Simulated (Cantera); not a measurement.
Feed: 1 mol SiH4, 3.6 mol N2, at 13.0 mbar.

Cantera equilibrium calculation (NASA polynomials, part measured and part estimated; ideal gas, pure solids and liquids). Candidate condensed phases: Si, Si3N4; 18 gas species. N2 is the only nitrogen source here; it is nearly inert below about 1500 K, so the nitride shown seldom forms there in practice. The tables' values for SiN are old estimates; treat these amounts as uncertain. Gases not in the tables: Si2H6 and higher silanes. Equilibrium is a limit: real reactors are often held back by kinetics, nucleation or transport.

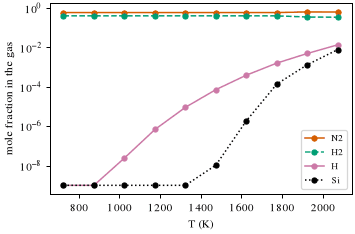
Fig. 1. Equilibrium gas composition (values under 1e-9 drawn at 1e-9)

Read off the mole fractions at 1325 K.

N2 about 0.59, H2 about 0.41, H about 9.1e-6.
